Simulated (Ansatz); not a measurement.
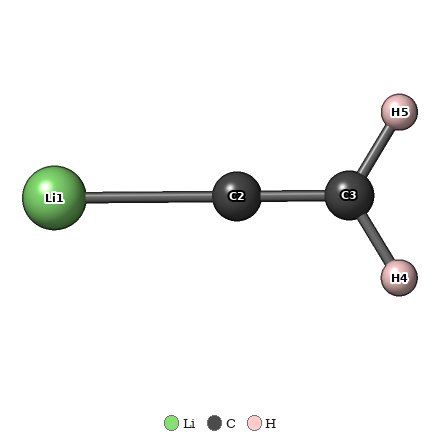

The system is C2H2Li, SMILES [Li][C+]=C, charge +1; the picture shows the reference structure. The first coordinate is: bond length C3–H4; the second: bond length C3–H5. Nothing is relaxed (all other coordinates rigid). Grid: 15 × 15 points. Points are written as (first, second). Energies are in kJ/mol, from the relaxed molecule at the same level. These are results of RKS PBE0-D4/def2-TZVP (Ansatz), not measurements.

Its coordinates:

```yaml
atoms:
  - { symbol: Li, position_ang: [-2.4132, 0.6644, -0.8489] }
  - { symbol: C, position_ang: [-0.5262, 0.1446, -0.1850] }
  - { symbol: C, position_ang: [0.6356, -0.1751, 0.2236] }
  - { symbol: H, position_ang: [0.8962, -1.2180, 0.4286] }
  - { symbol: H, position_ang: [1.4076, 0.5841, 0.3817] }
```

Range: bond length C3–H4 from 0.919 to 1.423 Å; bond length C3–H5 from 0.963 to 1.368 Å.

What landscape does the calculation give?

Answer. The lowest grid point is at (1.099 Å, 1.108 Å), 0.33 kJ/mol from the relaxed molecule at the same level. No other kind of well shows on this grid. The highest grid point, (1.423 Å, 1.368 Å), lies 177 kJ/mol above the lowest. Round the minimum the contours are nearly round: the two directions are equally stiff and uncoupled.

| bond length C3–H5 ↓, bond length C3–H4 → | 0.919 | 0.955 | 0.991 | 1.027 | 1.063 | 1.099 | 1.135 | 1.171 | 1.207 | 1.243 | 1.279 | 1.315 | 1.351 | 1.387 | 1.423 |
| --- | --- | --- | --- | --- | --- | --- | --- | --- | --- | --- | --- | --- | --- | --- | --- |
| 1.368 | 145 | 116 | 96 | 83 | 77 | 75 | 78 | 84 | 93 | 104 | 116 | 130 | 145 | 161 | 177 |
| 1.339 | 133 | 104 | 84 | 71 | 65 | 63 | 66 | 72 | 80 | 91 | 104 | 118 | 133 | 148 | 164 |
| 1.310 | 121 | 92 | 72 | 59 | 53 | 51 | 54 | 60 | 69 | 79 | 92 | 106 | 121 | 136 | 153 |
| 1.281 | 110 | 81 | 61 | 48 | 42 | 40 | 43 | 49 | 58 | 68 | 81 | 95 | 110 | 125 | 141 |
| 1.252 | 100 | 71 | 51 | 38 | 32 | 30 | 33 | 39 | 47 | 58 | 71 | 84 | 99 | 115 | 131 |
| 1.223 | 91 | 62 | 42 | 29 | 23 | 21 | 24 | 30 | 38 | 49 | 61 | 75 | 90 | 106 | 122 |
| 1.194 | 84 | 54 | 34 | 22 | 15 | 13 | 16 | 22 | 30 | 41 | 53 | 67 | 82 | 98 | 114 |
| 1.165 | 77 | 48 | 28 | 15 | 9 | 7 | 10 | 15 | 24 | 35 | 47 | 61 | 76 | 91 | 107 |
| 1.137 | 73 | 44 | 24 | 11 | 4 | 3 | 5 | 11 | 20 | 30 | 43 | 56 | 71 | 87 | 103 |
| 1.108 | 71 | 42 | 21 | 9 | 2 | 0 | 3 | 9 | 17 | 28 | 40 | 54 | 68 | 84 | 100 |
| 1.079 | 71 | 42 | 21 | 9 | 2 | 0 | 3 | 9 | 17 | 28 | 40 | 54 | 68 | 84 | 100 |
| 1.050 | 74 | 45 | 25 | 12 | 5 | 3 | 6 | 12 | 20 | 31 | 43 | 57 | 71 | 87 | 103 |
| 1.021 | 81 | 51 | 31 | 18 | 12 | 10 | 12 | 18 | 27 | 37 | 49 | 63 | 78 | 93 | 109 |
| 0.992 | 91 | 62 | 42 | 29 | 22 | 21 | 23 | 29 | 37 | 48 | 60 | 74 | 88 | 104 | 120 |
| 0.963 | 107 | 78 | 57 | 45 | 38 | 36 | 38 | 44 | 53 | 63 | 75 | 89 | 104 | 119 | 135 |

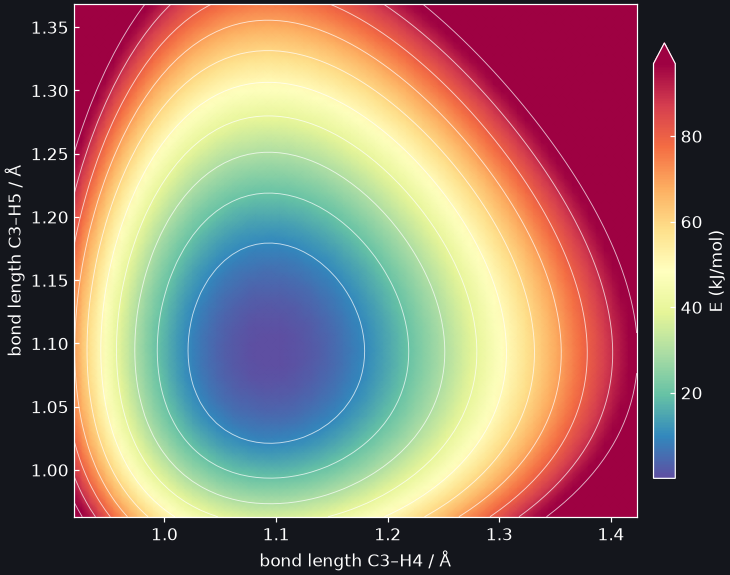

In the figure: a smooth colour map with a few white contour lines, one colour for all values above the top of the scale. Between grid points the surface is interpolated.

Each point was launched as `ansatz run input.yaml --threads 1 --pin off --max-ram 2560MiB --backend cpu --events-out ev --progress --plain --runs-dir out`. The whole map (225 points run) took 5.1 min on 1 thread of Arm Neoverse V2, on a shared host.
